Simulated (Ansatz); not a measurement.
C$_{2}$H$_{6}$ClIn

Input

```
crystal:
  periodic: [false, false, false]
  atoms:
    - {symbol: Cl, position_ang: [-1.525365, 0.266032, -1.299820]}
    - {symbol: C, position_ang: [-0.803891, -0.995777, -0.186200]}
    - {symbol: C, position_ang: [0.611188, -0.625763, 0.160337]}
    - {symbol: In, position_ang: [0.611911, 1.564727, 0.238603]}
    - {symbol: H, position_ang: [-1.461525, -0.996233, 0.681525]}
    - {symbol: H, position_ang: [-0.926032, -1.931727, -0.731864]}
    - {symbol: H, position_ang: [0.894654, -1.088973, 1.108324]}
    - {symbol: H, position_ang: [1.306533, -0.961545, -0.610308]}
    - {symbol: H, position_ang: [-0.300911, 2.312163, 1.500706]}
    - {symbol: H, position_ang: [1.593449, 2.457096, -0.861284]}
basis:
  gaussian: {orbitals: def2-TZVPP}
hamiltonian: {xc: pbe0, dispersion: d4}
output: {orbitals: {seedname: orbitals}}
```

Launched as:

```sh
ansatz run in.yaml --threads 4 --pin off --events-out ev --progress --plain --max-ram 10444MiB
```

Geometry: PBE0-D4/def2-TZVP; core potentials replace the inner electrons of In.

Theory: RKS PBE0-D4/def2-TZVPP (Ansatz).

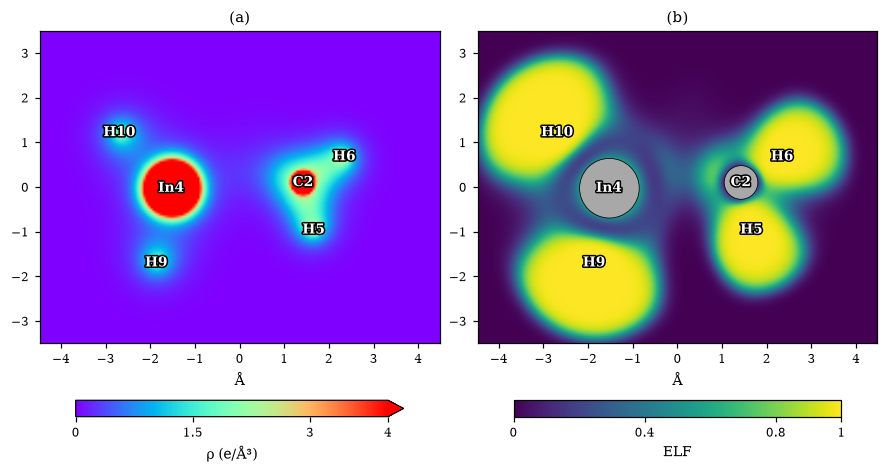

Figure 1. (a) electron density; (b) electron localisation function on the plane of atoms H5, C2 and H6. Grey discs cover the atomic cores in the ELF map.

**Read the bonding off the picture.**

- The section cuts through C, In and H sites.
- C–H (1.09 Å): the density is about 2.1 e/Å³ at the midpoint; the ELF climbs to about 1 towards the hydrogen, as it does in any bond to H; an ordinary covalent bond to hydrogen.
- In–H (1.72 Å): ρ is about 1.2 e/Å³ halfway; the ELF climbs to about 1 towards the hydrogen.

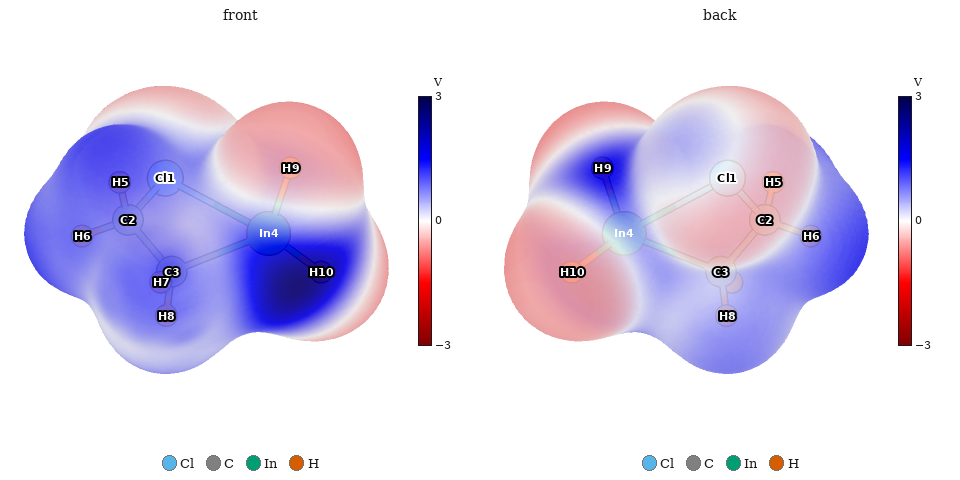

Figure 2. The electrostatic potential painted on the density surface at 0.002 e/bohr³, seen from the front and from behind; red is negative and blue positive.

**Which sites attract a positive test charge, and which a negative one?**

A positive charge is drawn to the negative regions and a negative charge to the positive ones. The most negative region (about −0.6 V) lies over H9 and H10, the most positive (about +2.5 V) over In4.

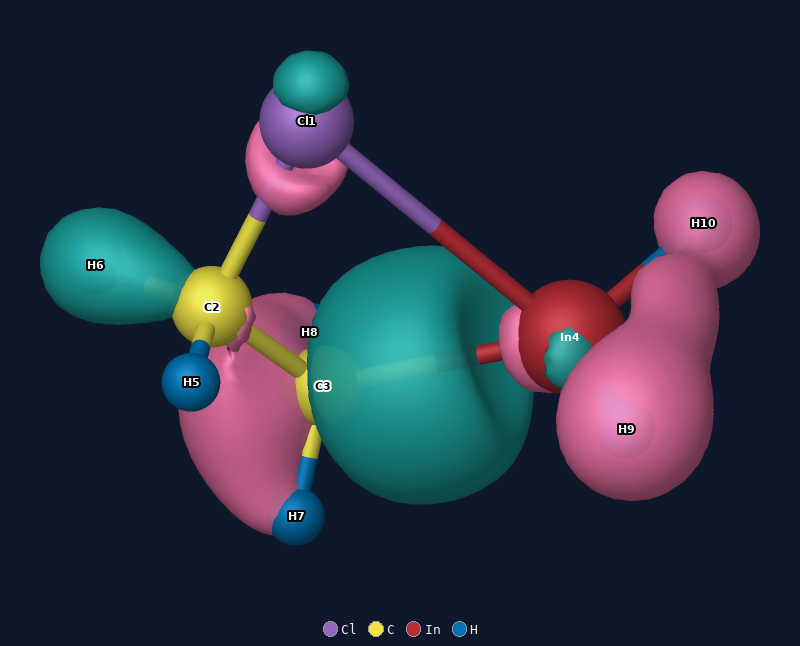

Figure 3. The HOMO at ±0.15 Å⁻³ᐟ² (teal and pink are the two phases), seen from one side.

**Where does this orbital lie, and at what energy?**

By Hirshfeld shares it lies mainly on C3 (about 35 %), In4 (about 25 %), H9 (about 10 %) and C2 (about 5 %). Its energy is −7.28 eV.
